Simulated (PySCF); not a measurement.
Consider CH6BCl3Si2.

```tsv
atom	x (Å)	y (Å)	z (Å)
Si	-1.6515	0.3966	1.0406
C	-0.8490	-0.5942	-0.3839
Cl	-0.3770	-2.1934	0.3084
Si	0.7263	0.0877	-1.2417
B	2.2080	0.1939	0.0824
Cl	3.5023	-0.9330	0.0898
Cl	2.2441	1.4269	1.2845
H	-2.8301	-0.3431	1.4891
H	-0.6863	0.5190	2.1284
H	-2.0277	1.7029	0.5004
H	-1.5982	-0.8263	-1.1396
H	0.3298	1.3838	-1.8139
H	1.0051	-0.8203	-2.3622
```

Geometry: GFN2-xTB.

Level of theory: PBE0/pcSseg-1, SCF density, gas phase, non-relativistic in PySCF 2.14.0.

What will maps of the electron density and electron localisation function show?

Answer. B–Cl (1.72 Å): the density is about 1.4 e/Å³ at the midpoint; the ELF peaks at about 0.90 between the atoms: a polar covalent bond.
Si–B (1.99 Å): the density is about 0.83 e/Å³ at the midpoint; the ELF peaks at about 1 between the atoms, as expected for a covalent bond.

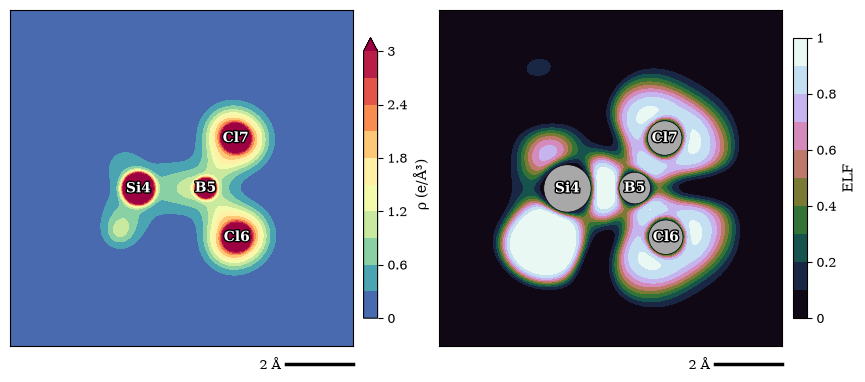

Computed electron density and electron localisation function on the plane of atoms Cl6, B5 and Cl7, in this order. Grey discs cover the atomic cores in the ELF map. 
